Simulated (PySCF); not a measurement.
# SrS+: from the state search to spectroscopic constants

Aim: find the lowest electronic state of SrS+, scan its bond at several levels of theory, and get bond length, wavenumber and dissociation energy from each curve.

Computed with PySCF 2.14.0. Level: Sr def2-SVPD with ECP28, S def2-SVPD, scalar-relativistic core potentials.

### 1 The job

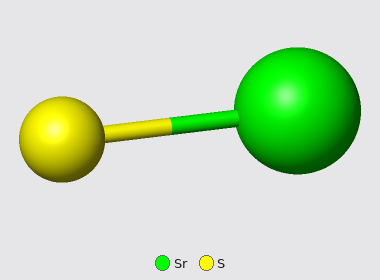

The two atoms at the starting distance (strontium green, sulfur yellow).

The job is set up so:

- atoms: Sr, S
- charge: 1
- basis: Sr def2-SVPD with ECP28, S def2-SVPD
- Hamiltonian: scalar-relativistic core potentials
- basis functions: 53
- electrons treated: 25
- masses in u: 87.9056, 31.9721
- levels: PBE0, PBE, r²SCAN, M06-L, r²SCAN0, B3LYP, HF, MP2, SCS-MP2, CCSD, CCSD(T)
- grid: 80 radial by 434 angular points
- occupations: held fixed by the projection of orbital angular momentum
- dissociation limit: Sr+ + S, each in its ground configuration
- starting distance in angstrom: 2.795
- values of 2S to try: 1, 3

The run is started by

```console
OMP_NUM_THREADS=1 python dia.py task.json out
```

After this run come: First curve: PBE0; Excited determinants; PBE; r²SCAN; M06-L (meta-GGA); r²SCAN0 (hybrid meta-GGA); B3LYP (global hybrid GGA); UHF (mean field); Correlated methods on the Hartree–Fock reference.

Q: Predict the outcome of this session. Wanted: for each run, Re; ωe; De; μ.

**Answer**, as computed:

Lowest PBE0 solution found, without spin–orbit coupling: ²Π (doublet), unpaired electrons π ↑. State 2 has its PBE0 minimum 0.55 eV higher. State 3 has its PBE0 minimum 2.26 eV higher. The other levels ran on the lowest alone.

```tsv
level	Re (Å)	ωe (cm⁻¹)	De (eV)	μ (D)
UHF	2.699	323	1.49	-10.56
UHF-MP2	2.672	326	2.31	n/a
UHF-SCS-MP2	2.677	324	2.30	n/a
UHF-CCSD	2.678	323	2.22	n/a
UHF-CCSD(T)	2.681	320	2.29	n/a
PBE	2.648	321	2.85	-8.12
r²SCAN	2.651	328	2.88	-8.84
M06-L	2.651	331	3.31	-9.07
B3LYP	2.656	322	2.59	-8.64
PBE0	2.641	330	2.74	-8.80
r²SCAN0	2.647	333	2.73	-9.20
```

De is counted to Sr+ + S in their ground configurations. A positive dipole points from Sr to S; in an ion it is taken about the centre of mass and does not tell which atom is negative.

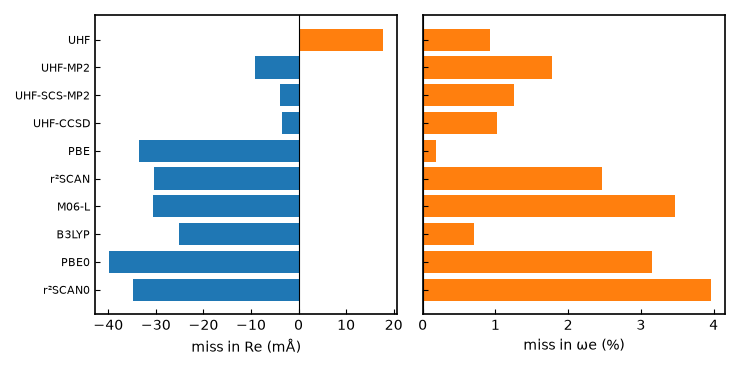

Differences in bond length and wavenumber from CCSD(T) in the same basis.

Judged by CCSD(T) in the same basis: best bond length UHF-SCS-MP2 and UHF-CCSD (-4 mÅ), worst PBE0 (-40 mÅ); best wavenumber PBE (+0.2 %), worst r²SCAN0 (+4.0 %). CCSD(T) in a basis this small is itself some way from its limit, more so than the functionals. Among the levels with a De in the table, it runs from 1.49 eV (UHF) to 3.31 eV (M06-L).

Correlated steps freeze 5 core orbitals. Spin–orbit coupling is left out.
